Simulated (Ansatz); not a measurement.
Input

```
crystal:
  periodic: [false, false, false]
  atoms:
    - {symbol: C, position_ang: [0.070514, -0.522941, -1.402063]}
    - {symbol: Li, position_ang: [0.954796, -0.539108, 2.825588]}
    - {symbol: Si, position_ang: [0.417095, -0.529016, 0.251512]}
    - {symbol: H, position_ang: [-0.069334, 0.398602, -1.978544]}
    - {symbol: H, position_ang: [-0.033962, -1.440407, -1.992374]}
basis:
  gaussian: {orbitals: def2-TZVPD}
total_charge: 1
hamiltonian: {xc: pbe0}
output: {forces: true, orbitals: {seedname: orbitals}}
```

Launched as:

```sh
ansatz run input.yaml --threads 1 --pin off --max-ram 2610MiB --events-out events.jsonl --progress --plain --runs-dir runs
```

Geometry: PBE0-D3(BJ)/pcseg-1.

The calculation used isolated molecule in a Gaussian basis; Kohn-Sham density functional theory, functional PBE0 in Ansatz.

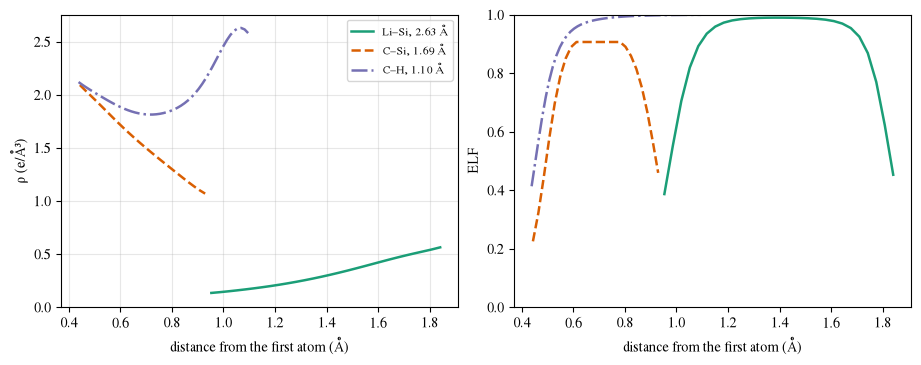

CH2LiSi (charge +1). Total electron density and electron localisation function along straight lines between neighbouring atoms. The curves leave out the atomic cores.

Question: What can be read from the curves?

Answer: Li–Si (2.63 Å): ρ is about 0.25 e/Å³ halfway; the ELF peaks at about 1 in the valence shell of Si, 1.2 Å from its nucleus, and is about 1 at the midpoint.
C–Si (1.69 Å): ρ at the midpoint is about 1.2 e/Å³; the ELF peaks at about 0.90 between the atoms: a covalent bond.
C–H (1.10 Å): ρ at the midpoint is about 2 e/Å³; the ELF climbs to about 1 towards the hydrogen, as it does in any bond to H (an ordinary covalent bond to hydrogen).
